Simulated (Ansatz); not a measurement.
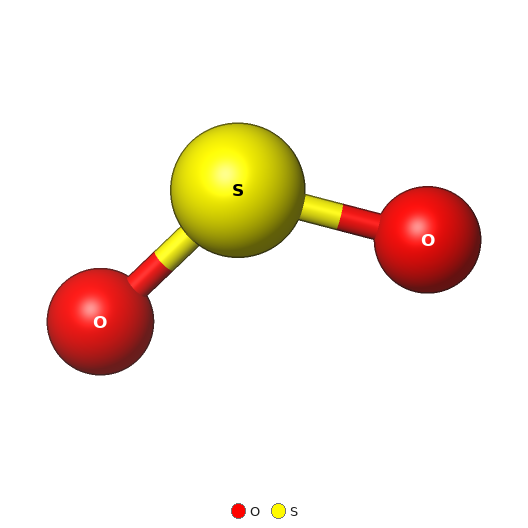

Ball-and-stick drawing of a structure.

Count the atoms of each element.

SO2, 3 atoms: 1 sulfur and 2 oxygen.

How many bonds of each kind are drawn?

2 O–S. Sticks follow a distance rule.

The parts below concern this one geometry. Atoms keep their numbers from picture to picture. The computed structure is the end point of a PBE0-D4/def2-TZVP optimisation. No frequency run is at hand to confirm it as a minimum.

**Symmetry**

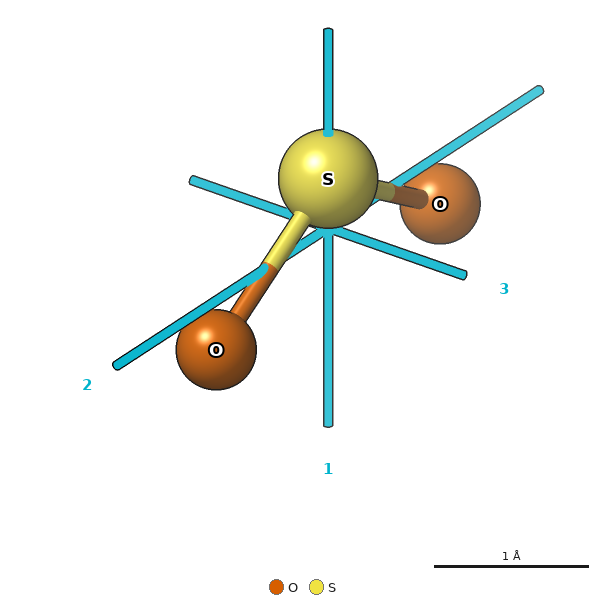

The three principal axes of inertia are drawn and numbered. Atoms fade into the background with distance from the viewer. No frequency run is at hand to confirm it as a minimum. Masses are those of the most abundant isotopes; constants are for the rigid equilibrium geometry.

Which line is the a axis (least moment of inertia), which b and which c?

a is line 2, b is line 1, c is line 3; the moments are 8.46, 48.6, 57.1 u Å².

What kind of rotor is it, and what are its rotational constants in cm⁻¹?

An asymmetric top (C2v): A = 1.99, B = 0.347, C = 0.295 cm⁻¹. Ray's parameter κ is −0.94, close to the prolate limit.

**Dipole moment**

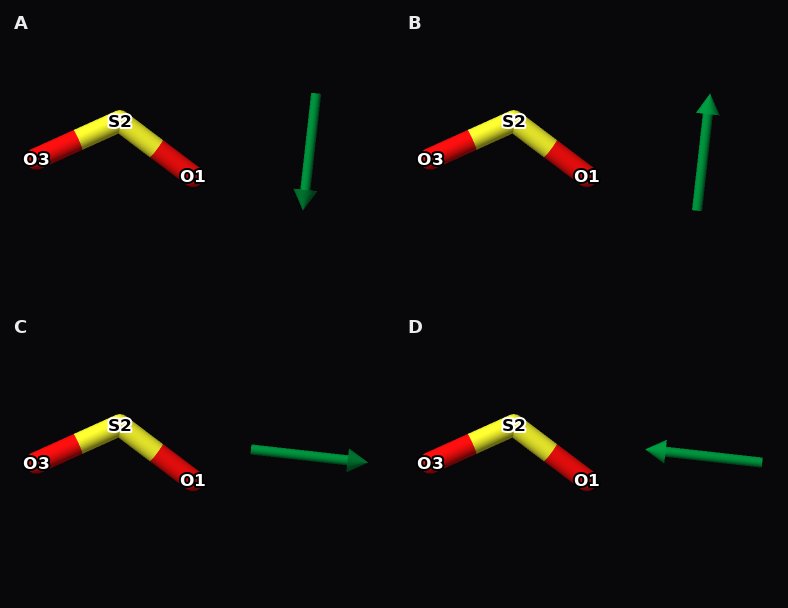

The same molecule four times, each with an arrow. No frequency run is at hand to confirm it as a minimum. Method: RKS PBE0-D4/def2-TZVP (Ansatz 0.2.0).

Which arrow points along the dipole moment, from the negative to the positive end?

B. The dipole moment is 1.69 D; it points from the side of O1, O3 to the side of S2 (the outermost atoms at the two ends).

**Electronic properties**

No frequency run is at hand to confirm it as a minimum. Level of theory: RKS PBE0-D4/def2-TZVPPD (Ansatz 0.2.0).

Give the HOMO energy (Kohn–Sham orbital) at this level.

−9.65 eV.

What is the LUMO energy (Kohn–Sham orbital)?

−3.48 eV.

**Charges**

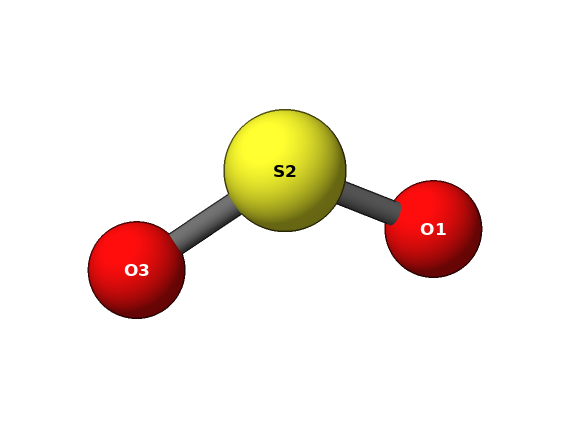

The questions are on Mulliken charges. No frequency run is at hand to confirm it as a minimum. Properties computed with RKS PBE0-D4/def2-TZVP (Ansatz 0.2.0).

Give the Mulliken charges atom by atom.

```csv
atom,value (e)
O1,−0.32
S2,0.64
O3,−0.32
```

Mulliken values depend strongly on the basis set and can even reverse the polarity of a bond.
